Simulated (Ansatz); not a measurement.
# What TlSbS3 (model cell, started as cubic perovskite with Sb in the octahedra) distorts into, part 2 of 3

Wanted: the energy along a soft mode of TlSbS3 (model cell, started as cubic perovskite with Sb in the octahedra) and the structure at the end.

Ansatz 0.2.0; DFT LDA, scalar-relativistic, plane waves, PAW; PAW set soft_1.

So far, highest frequency on the path or at a solved wavevector (cm⁻¹): step 2 (phonons on a q mesh) 352. Also lowest frequency on the path (cm⁻¹): step 2 -143.

The structure was built from a prototype and need not be the compound's stable phase.

### Step 5. Energy along the mode, all amplitudes (two of the runs are shown above)

An imaginary frequency means negative curvature, so the energy should fall and then rise again as anharmonic terms take over.

This step gave:

```yaml
depth_at_the_lowest_point_sampled: 31.55 meV/atom
largest_atomic_shift_at_that_point: 0.32 Å
```

The energy from the parent by largest atomic shift:

| largest atomic shift (Å) | energy from the parent (meV/atom) |
| --- | --- |
| 0.000 | 0 |
| 0.040 | -0.964 |
| 0.080 | -3.78 |
| 0.140 | -10.7 |
| 0.220 | -21.6 |
| 0.320 | -31.6 |
| 0.450 | -25.0 |
| 0.600 | 31.9 |

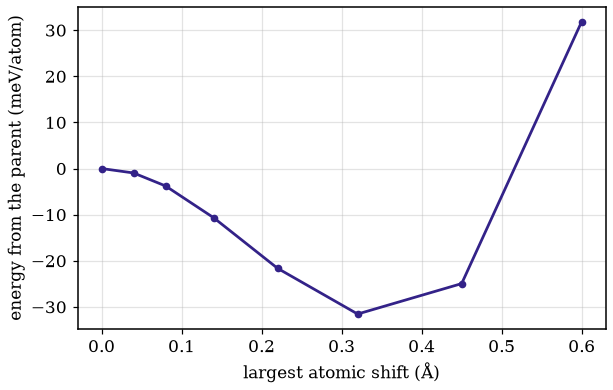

Energy from the parent against largest atomic shift.

Displacement at unit largest shift by atom:

| atom | x (Å) | y (Å) | z (Å) | size |
| --- | --- | --- | --- | --- |
| Tl1 | -0.047 | 0.047 | 0.047 | 0.081 |
| Tl2 | 0.047 | -0.047 | -0.047 | 0.081 |
| Sb3 | 0.000 | 0.000 | 0.000 | 0.000 |
| Sb4 | 0.000 | 0.000 | 0.000 | 0.000 |
| S5 | 0.707 | -0.707 | 0.000 | 1.000 |
| S6 | -0.707 | 0.707 | 0.000 | 1.000 |
| S7 | 0.707 | 0.000 | -0.707 | 1.000 |
| S8 | -0.707 | 0.000 | 0.707 | 1.000 |
| S9 | 0.000 | 0.707 | 0.707 | 1.000 |
| S10 | 0.000 | -0.707 | -0.707 | 1.000 |

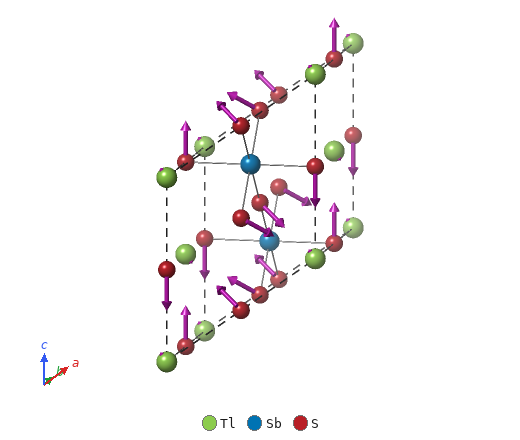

Displacement at unit largest shift as arrows, the longest 1.000 Å. Some periodic images of atoms are drawn too.

The lowest of the steps tried is at 0.32 Å, 31.6 meV/atom below the parent; the bottom of the well need not coincide with a step.

### Step 6. Relaxation from the frozen mode

Starting from the lowest point found, all atoms and the cell are let go, so that strain and other modes of the same symmetry can join in.

The input, input.yaml:

```yaml
crystal:
  lattice:
    - [4.9559718062, 4.9559718062, 0.0]
    - [4.9559718062, 0.0, 4.9559718062]
    - [4.9559718062, 0.0, -4.9559718062]
  atoms:
    - { symbol: Tl, position: [0.0030254442, 0.4984872779, 0.4954618338] }
    - { symbol: Tl, position: [-0.0030254442, 0.0015127221, 0.0045381662] }
    - { symbol: Sb, position: [0.5, 0.25, 0.75] }
    - { symbol: Sb, position: [0.5, 0.75, 0.25] }
    - { symbol: S, position: [0.4543431281, 0.0456568719, 1.0456568719] }
    - { symbol: S, position: [0.5456568719, 0.4543431281, 0.4543431281] }
    - { symbol: S, position: [0.0, 0.5, 0.0456568719] }
    - { symbol: S, position: [0.0, 0.0, 0.4543431281] }
    - { symbol: S, position: [0.5456568719, 0.0, 0.4543431281] }
    - { symbol: S, position: [0.4543431281, 0.5, 0.0456568719] }
kpoints:
  mp_grid: { grid: [8, 8, 8] }
hamiltonian:
  xc: lda
  pseudopotentials: { kind: paw, azcp: { folder: soft_1 }, xc_functional: pbe }
scf:
  occupations: { method: methfessel_paxton, width: 0.2 }
output:
  forces: true
  stress: true
  eigenvalues: true
relax:
  adjacent_minimum: "off"
  f_tol: 0.002
  max_steps: 120
  cell: { stress_tol: 0.03 }
```

Launch:

```sh
ansatz run input.yaml --threads 4 --pin off --max-ram 16384MiB --backend cpu --events-out ev --progress --plain --runs-dir out
```

Numbers of over 12 decimals in the logs are rounded to 6 here.

The log of the run:

```text
[...]
Crystal: 10 atoms, lattice volume = 243.454 Å³
Basis set: ecut = 420 eV, 4693 PW (Γ)
Bands: 56, of which v1, the nominal top of the filled ones, is band 46 counted from 1 (45 counted from 0)
Symmetry: 12 space group operations
[...]
k-points: 65 of 512
[...]
SCF iter   1: F=—  HF=-40186.141787 eV  |F-HF|=—  |Δ(HF+E_count)|=         —  Δρ=2.82e-2  dr2=4.54e0  ethr=3.10e-3  ⟨swp⟩=10.1  Hψ=17392  notcnv=0
[...]
SCF iter   9: F=-40184.526422 eV  HF=-40184.526422 eV  |F-HF|=2.98e-8  |Δ(HF+E_count)|=   1.58e-7  S|Δr|=    0.00e0  Δρ=3.95e-6  dr2=6.58e-8  ethr=1.09e-10  ⟨swp⟩=13.1  Hψ=22562  notcnv=0
SCF 1 converged in 9 iterations: F = -40184.526422 eV  dr2 = 6.58e-8
[...]
relax step   1: F+E_penalty+E_count = -40184.52642193 eV  Δ(F+E_penalty+E_count) = +0.000e0 eV  max|allowed force component| = 1.131e-1 eV/Å  Δτ_max = 0.0000 Å  P = +0.621 GPa  Ω = 243.454 Å³  (9 SCF iters, dr2 threshold 1.00e-7 eV, accepted)
Crystal: 10 atoms, lattice volume = 247.130 Å³
Basis set: ecut = 420 eV, 4873 PW (Γ)
[...]
SCF iter   6: F=-40184.565664 eV  HF=-40184.565664 eV  |F-HF|=3.33e-8  |Δ(HF+E_count)|=   6.13e-8  S|Δr|=    0.00e0  Δρ=3.90e-6  dr2=5.33e-8  ethr=6.42e-10  ⟨swp⟩=3.7  Hψ=14017  notcnv=0
SCF 2 converged in 6 iterations: F = -40184.565664 eV  dr2 = 5.33e-8
relax step   2: F+E_penalty+E_count = -40184.56566356 eV  Δ(F+E_penalty+E_count) = -3.924e-2 eV  max|allowed force component| = 9.280e-2 eV/Å  Δτ_max = 0.0750 Å  P = -0.015 GPa  Ω = 247.130 Å³  energy of the carried Pulay correction = -6.865e-4 eV  (6 SCF iters, dr2 threshold 1.00e-6 eV, accepted)
Crystal: 10 atoms, lattice volume = 247.027 Å³
Basis set: ecut = 420 eV, 4837 PW (Γ)
[...]
SCF iter   6: F=-40184.538450 eV  HF=-40184.538450 eV  |F-HF|=2.08e-7  |Δ(HF+E_count)|=   6.85e-8  S|Δr|=    0.00e0  Δρ=1.37e-5  dr2=4.28e-7  ethr=5.85e-10  ⟨swp⟩=10.8  Hψ=19011  notcnv=0
SCF 3 converged in 6 iterations: F = -40184.538450 eV  dr2 = 4.28e-7
relax step   3: F+E_penalty+E_count = -40184.53844969 eV  Δ(F+E_penalty+E_count) = +2.721e-2 eV  max|allowed force component| = 1.844e-1 eV/Å  Δτ_max = 0.1957 Å  P = +1.238 GPa  Ω = 247.027 Å³  energy of the carried Pulay correction = -6.674e-4 eV  (6 SCF iters, dr2 threshold 5.38e-7 eV, rejected (line search))
[...]
relax step   4: F+E_penalty+E_count = -40184.59107996 eV  Δ(F+E_penalty+E_count) = -2.542e-2 eV  max|allowed force component| = 3.082e-2 eV/Å  Δτ_max = 0.0951 Å  P = -0.082 GPa  Ω = 249.121 Å³  energy of the carried Pulay correction = -1.054e-3 eV  (9 SCF iters, accepted)
[...]
relax step   5: F+E_penalty+E_count = -40184.59315702 eV  Δ(F+E_penalty+E_count) = -2.077e-3 eV  max|allowed force component| = 1.792e-2 eV/Å  Δτ_max = 0.0308 Å  P = +0.064 GPa  Ω = 249.163 Å³  energy of the carried Pulay correction = -1.062e-3 eV  (6 SCF iters, dr2 threshold 5.94e-8 eV, accepted)
[...]
relax step   6: F+E_penalty+E_count = -40184.59365211 eV  Δ(F+E_penalty+E_count) = -4.951e-4 eV  max|allowed force component| = 5.008e-3 eV/Å  Δτ_max = 0.0104 Å  P = -0.003 GPa  Ω = 249.538 Å³  energy of the carried Pulay correction = -1.131e-3 eV  (6 SCF iters, dr2 threshold 3.31e-8 eV, accepted)
[...]
relax step   7: F+E_penalty+E_count = -40184.59358396 eV  Δ(F+E_penalty+E_count) = +6.814e-5 eV  max|allowed force component| = 1.547e-2 eV/Å  Δτ_max = 0.0058 Å  P = +0.004 GPa  Ω = 249.520 Å³  energy of the carried Pulay correction = -1.127e-3 eV  (6 SCF iters, dr2 threshold 1.57e-9 eV, rejected (line search))
[...]
relax step   8: F+E_penalty+E_count = -40184.59368012 eV  Δ(F+E_penalty+E_count) = -2.801e-5 eV  max|allowed force component| = 1.553e-4 eV/Å  Δτ_max = 0.0027 Å  P = -0.000 GPa  Ω = 249.513 Å³  energy of the carried Pulay correction = -1.126e-3 eV  (7 SCF iters, accepted)
[...]
SCF iter   5: F=-40184.594964 eV  HF=-40184.594964 eV  |F-HF|=2.91e-11  |Δ(HF+E_count)|=  2.40e-10  S|Δr|=    0.00e0  Δρ=6.70e-8  dr2=1.04e-11  ethr=1.00e-12  ⟨swp⟩=6.6  Hψ=19835  notcnv=0
SCF 9 converged in 5 iterations: F = -40184.594964 eV  dr2 = 1.04e-11
relax step   9: F+E_penalty+E_count = -40184.59496440 eV  Δ(F+E_penalty+E_count) = -1.284e-3 eV  max|allowed force component| = 1.201e-4 eV/Å  Δτ_max = 0.0000 Å  P = +0.003 GPa  Ω = 249.513 Å³  stress off target by 7.25e-3 GPa  SCF on the basis re-selected at this cell (its energy is not comparable with the rows above)  (5 SCF iters)
basis re-selected at this cell: Δ(F+E_penalty+E_count) = -1.284e-3 eV, ΔP = +0.003 GPa vs the last step (what re-selecting the basis moved, of the pressure what is left beyond the Pulay correction that the steps carried, after the strain that the cell walked since its last selection, with what the two solves' SCF thresholds leave and, on support functions, any second-order correction that the steps lacked; it is no m [...]
SCF converged after 5 iterations
[...]
Free energy (F): -40184.594964 eV
[...]
Internal energy: -40184.583530 eV  (E = F + TS)
E sigma→0 (E₀):  -40184.592106 eV
Entropy (-TS):   -0.011435 eV (-1.143 meV/atom)
Fermi energy:    6.458751 eV
Step filling:    the computed levels leave a gap of 0.0019 eV = 0.0 smearing widths at the electron count; against every level under it full and every level over it empty, smearing changes F+E_penalty+E_count by -3.948 meV and its σ→0 estimate by -1.089 meV
[...]
--- Forces (eV/Å), atoms counted from 1 ---
  atom   1  Tl     0.00012009    -0.00012009    -0.00012009
  atom   2  Tl    -0.00012009     0.00012009     0.00012009
  atom   3  Sb     0.00000000     0.00000000    -0.00000000
  atom   4  Sb     0.00000000     0.00000000    -0.00000000
  atom   5  S      0.00010048    -0.00010048     0.00007235
  atom   6  S     -0.00010048     0.00010048    -0.00007235
  atom   7  S      0.00010048     0.00007235    -0.00010048
  atom   8  S     -0.00010048    -0.00007235     0.00010048
  atom   9  S      0.00007235     0.00010048     0.00010048
  atom  10  S     -0.00007235    -0.00010048    -0.00010048
  max |Σ_I F_I| component: 9.26e-18 eV/Å
--- Stress (GPa, compression-positive) ---
        0.002806      -0.002222      -0.002222
       -0.002222       0.002806       0.002222
       -0.002222       0.002222       0.002806
  P = ⅓ Tr σ = 0.0028 GPa (0.028 kbar)
--- Band table (eV; the first three rows and the last of 65) ---
  k-point 0: bands = [... 42 lower, 5.3926, 5.4381, 6.5509, 6.5509, 6.8599, 7.8954, 7.8954, 8.1093, ... 6 higher]
  k-point 1: bands = [... 42 lower, 5.3254, 5.4581, 6.4564, 6.4564, 6.8250, 7.7636, 8.2695, 8.2695, ... 6 higher]
  k-point 2: bands = [... 42 lower, 5.4383, 5.5103, 6.3085, 6.3085, 6.7373, 7.4224, 9.0796, 9.0796, ... 6 higher]
  k-point 64: bands = [... 42 lower, 5.4477, 5.4663, 5.8424, 6.3782, 6.9130, 7.2759, 8.8540, 9.5346, ... 6 higher]
--- Relaxed structure (8 steps of the walk, 6 accepted, 1 SCFs on fresh bases) ---
  F+E_penalty+E_count = -40184.59496440 eV   max|allowed force component| = 1.201e-4 eV/Å   (the final SCF, on the basis selected at the relaxed cell)
  cell:  # Å, volume = 249.5131 Å³
    - [4.941341, 4.941341, -6.938893903907228e-18]
    - [4.941341, 0.0, 4.941341]
    - [5.053410, -0.112069, -5.053410]
  atoms:
    - { symbol: Tl, position: [0.027317, 0.486341, 0.459024] }
    - { symbol: Tl, position: [-0.027317, 0.013659, 0.040976] }
    - { symbol: Sb, position: [0.5, 0.250000, 0.750000] }
    - { symbol: Sb, position: [0.500000, 0.75, 0.25] }
    - { symbol: S, position: [0.452237, 0.047855, 1.047670] }
    - { symbol: S, position: [0.547763, 0.452145, 0.452330] }
    - { symbol: S, position: [0.000185424, 0.499907, 0.047670] }
    - { symbol: S, position: [-0.000185424, 9.271176844807827e-5, 0.452330] }
    - { symbol: S, position: [0.547763, 9.271176844807827e-5, 0.452330] }
    - { symbol: S, position: [0.452237, 0.499907, 0.047670] }
```

Wall time 2.3 min (4 threads of Arm Neoverse V1, shared host); peak memory 1 GiB; 9 min of CPU time.

The steps of the relaxation:

| step | energy less that of the first step (eV) | largest force component (eV/Å) | pressure (GPa) | volume (Å³) |
| --- | --- | --- | --- | --- |
| 1 | 0.0000 | 0.1131 | 0.62 | 243.45 |
| 2 | -0.0392 | 0.0928 | -0.02 | 247.13 |
| 3 | -0.0120 | 0.1844 | 1.24 | 247.03 |
| 4 | -0.0647 | 0.0308 | -0.08 | 249.12 |
| 5 | -0.0667 | 0.0179 | 0.06 | 249.16 |
| 6 | -0.0672 | 0.0050 | 0.00 | 249.54 |
| 7 | -0.0672 | 0.0155 | 0.00 | 249.52 |
| 8 | -0.0673 | 0.0002 | 0.00 | 249.51 |
| 9* | -0.0685 | 0.0001 | 0.00 | 249.51 |

Relaxation steps marked * repeat the geometry before them on a plane-wave basis chosen anew for their cell, so energy and pressure can jump there. Relaxation steps 3, 7 were tried and not accepted.

Forces are held to the 12 operations that the run works with; a distortion that breaks them can't arise in this run.

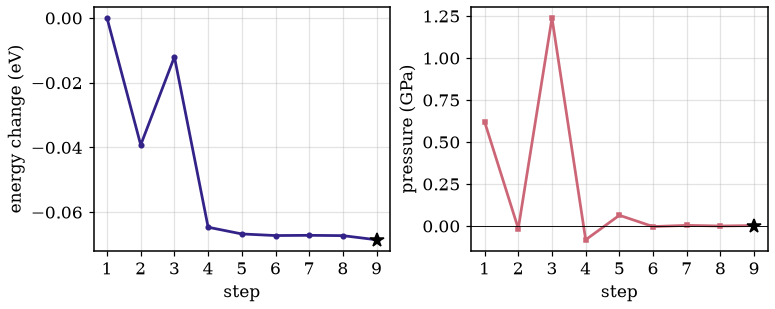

Energy and pressure along the relaxation. Stars mark steps on a basis chosen anew.

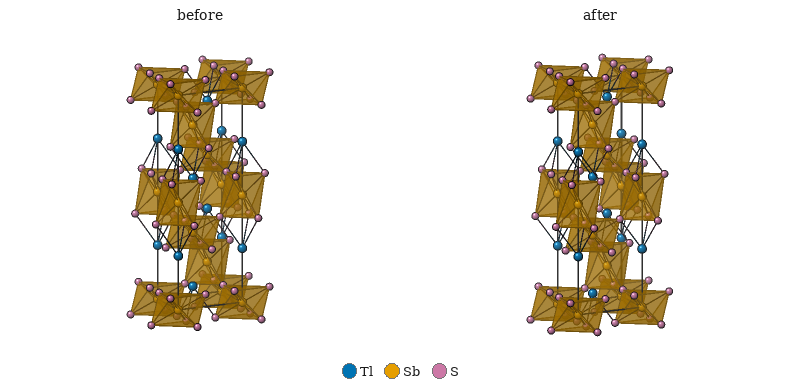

Before and after, at one scale.

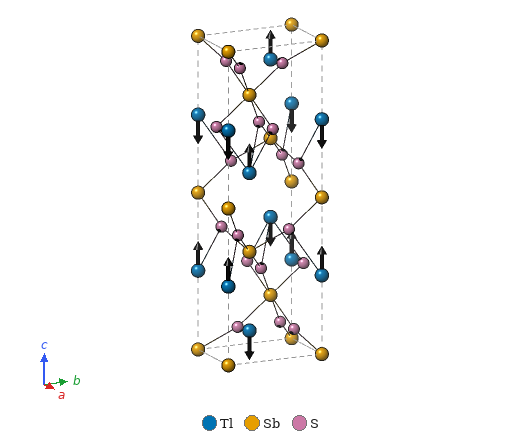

Displacements in the relaxation, exaggerated, measured against the changing cell; the longest in the cell stands for 0.21 Å. Bonds to atoms that aren't drawn are left out. Some periodic images of atoms are drawn too.

| conventional cell, symmetrised | before | after | change |
| --- | --- | --- | --- |
| a (Å) | 7.009 | 6.988 | -0.3 % |
| b (Å) | 7.009 | 6.988 | -0.3 % |
| c (Å) | 17.168 | 17.700 | +3.1 % |
| volume (Å³/atom) | 24.35 | 24.95 | +2.5 % |

The atoms that moved most (Å, as changes of fractional coordinates times the final cell):

| atom | dx | dy | dz | length |
| --- | --- | --- | --- | --- |
| Tl1 | -0.124 | 0.124 | 0.124 | 0.215 |
| Tl2 | 0.124 | -0.124 | -0.124 | 0.215 |
| S6 | -0.011 | 0.011 | -0.001 | 0.015 |
| S8 | -0.011 | -0.001 | 0.011 | 0.015 |
| S10 | -0.001 | -0.011 | -0.011 | 0.015 |
| S7 | 0.011 | 0.001 | -0.011 | 0.015 |
| S5 | 0.011 | -0.011 | 0.001 | 0.015 |
| S9 | 0.001 | 0.011 | 0.011 | 0.015 |

This step gave:

- pressure: 0.002806 GPa
- volume per atom: 24.95 Å³

The distorted start has space group R-3m; the relaxation ends in R-3m.

### Step 7. The new phase in its own primitive cell

The relaxed structure is symmetrised, reduced to its primitive cell and relaxed tightly, as its phonons need.

The input, input.yaml:

```yaml
crystal:
  lattice:
    - [3.4940556425, 2.0172939658, 5.899877767]
    - [-3.4940556425, 2.0172939658, 5.899877767]
    - [0.0, -4.0345879315, 5.899877767]
  atoms:
    - { symbol: Tl, position: [0.2636587021, 0.2636587021, 0.2636587021] }
    - { symbol: Tl, position: [0.7363412979, 0.7363412979, 0.7363412979] }
    - { symbol: Sb, position: [0.5, 0.5, 0.5] }
    - { symbol: Sb, position: [0.0, 0.0, 0.0] }
    - { symbol: S, position: [0.2500927118, 0.702144744, 0.2500927118] }
    - { symbol: S, position: [0.7499072882, 0.297855256, 0.7499072882] }
    - { symbol: S, position: [0.2500927118, 0.2500927118, 0.702144744] }
    - { symbol: S, position: [0.7499072882, 0.7499072882, 0.297855256] }
    - { symbol: S, position: [0.297855256, 0.7499072882, 0.7499072882] }
    - { symbol: S, position: [0.702144744, 0.2500927118, 0.2500927118] }
kpoints:
  mp_grid: { grid: [6, 6, 6] }
hamiltonian:
  xc: lda
  pseudopotentials: { kind: paw, azcp: { folder: soft_1 }, xc_functional: pbe }
scf:
  occupations: { method: methfessel_paxton, width: 0.2 }
output:
  forces: true
  stress: true
  eigenvalues: true
relax:
  adjacent_minimum: "off"
  f_tol: 0.001
  max_steps: 60
  cell: { stress_tol: 0.01 }
```

The log of the run:

```text
[...]
Crystal: 10 atoms, lattice volume = 249.513 Å³
Basis set: ecut = 420 eV, 4849 PW (Γ)
Bands: 56, of which v1, the nominal top of the filled ones, is band 46 counted from 1 (45 counted from 0)
Symmetry: 12 space group operations
[...]
k-points: 32 of 216
[...]
- { symbol: Sb, position: [0.500000, 0.500000, 0.5] }
    - { symbol: Sb, position: [0, 0, 0] }
    - { symbol: S, position: [0.250069, 0.702456, 0.250069] }
    - { symbol: S, position: [0.749931, 0.297544, 0.749931] }
    - { symbol: S, position: [0.250069, 0.250069, 0.702456] }
    - { symbol: S, position: [0.749931, 0.749931, 0.297544] }
    - { symbol: S, position: [0.297544, 0.749931, 0.749931] }
    - { symbol: S, position: [0.702456, 0.250069, 0.250069] }
[key lines of the parts left out:]
SCF converged after 5 iterations
Free energy (F): -40184.601731 eV
Fermi energy:    6.478501 eV
P = ⅓ Tr σ = 0.0050 GPa (0.050 kbar)
```

Wall time 37 s (4 threads); peak memory 0.82 GiB.

Step by step:

| step | energy less that of the first step (eV) | largest force component (eV/Å) | pressure (GPa) | volume (Å³) |
| --- | --- | --- | --- | --- |
| 1 | 0.0000 | 0.0111 | -0.07 | 249.51 |
| 2 | -0.0005 | 0.0051 | 0.00 | 249.28 |
| 3 | -0.0005 | 0.0047 | -0.02 | 249.42 |
| 4 | -0.0005 | 0.0009 | 0.01 | 249.34 |
| 5* | -0.0005 | 0.0009 | 0.00 | 249.34 |

Relaxation steps marked * repeat the geometry before them on a plane-wave basis chosen anew for their cell, so energy and pressure can jump there.

The run keeps the 12 symmetry operations that it works with, so distortions that break them were not tested.

| conventional cell, symmetrised | before | after | change |
| --- | --- | --- | --- |
| a (Å) | 6.988 | 6.975 | -0.2 % |
| b (Å) | 6.988 | 6.975 | -0.2 % |
| c (Å) | 17.700 | 17.752 | +0.3 % |
| volume (Å³/atom) | 24.95 | 24.93 | -0.1 % |

The atoms that moved most (Å, as changes of fractional coordinates times the final cell):

| atom | dx | dy | dz | length |
| --- | --- | --- | --- | --- |
| Tl2 | 0.000 | 0.000 | -0.013 | 0.013 |
| Tl1 | 0.000 | 0.000 | 0.013 | 0.013 |

Numbers from this step:

| Item | Value |
| --- | --- |
| pressure | 0.004996 GPa |
| volume per atom | 24.93 Å³ |

The largest force component left is 0.87 meV/Å and the pressure is 0.005 GPa, within the tolerances set. The cell now holds 24.93 Å³/atom.

[end of part 2 of 3]

[Logs are printed without paths, hosts, clocks, repeated set-up lines and the standing remarks that a program may print on its own settings, such as how far it seeks lower states.]

[Hosts, paths, dates, database ids (printed as entryN), source tags and the programs' standing remarks are cut or masked in the printed files.]
